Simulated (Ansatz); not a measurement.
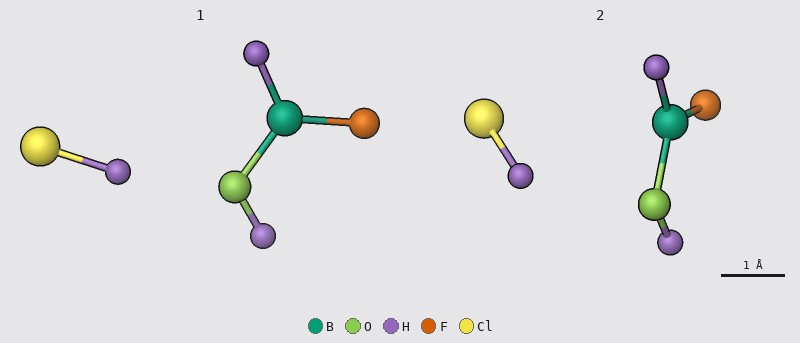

Two geometries of BH3OClF, drawn at one scale. One is the start of a relaxation, the other its converged end. The picture is a ball-and-stick view, seen face on.

Level of theory: Ansatz, RKS PBE-D4/def2-SVP. (no spin polarisation; force threshold 0.03 eV/Å; at most 50 steps)

Which of the two is the end point?

Answer. Structure 1 is the relaxed one. The run prepares an end point of a later path (reaction) calculation, from a guessed geometry. After 24 accepted moves (28 points after the start) the energy has fallen by 7.60 kJ/mol. The largest force component goes from 0.71 to 0.021 eV/Å. The line search rejected the trial steps at points 11, 14, 18, 21 of the run. The forces were under the threshold at step 19, but the run went on from there. The largest move after the best rigid fit is that of the F atom, 1.22 Å. By element the largest moves are F 1.22 Å, Cl 1.01 Å, O 0.65 Å, H 0.49 Å, B 0.25 Å. Among the contacts that change: Cl–H 1.338 → 1.310 Å, B–O 1.386 → 1.363 Å. Among the angles between lasting bonds that change: B–O–H 111.1° → 113.6°.

Limits of the set-up: the start holds two separate molecules, 2.2 Å apart at their closest, whose relative position is a soft coordinate.
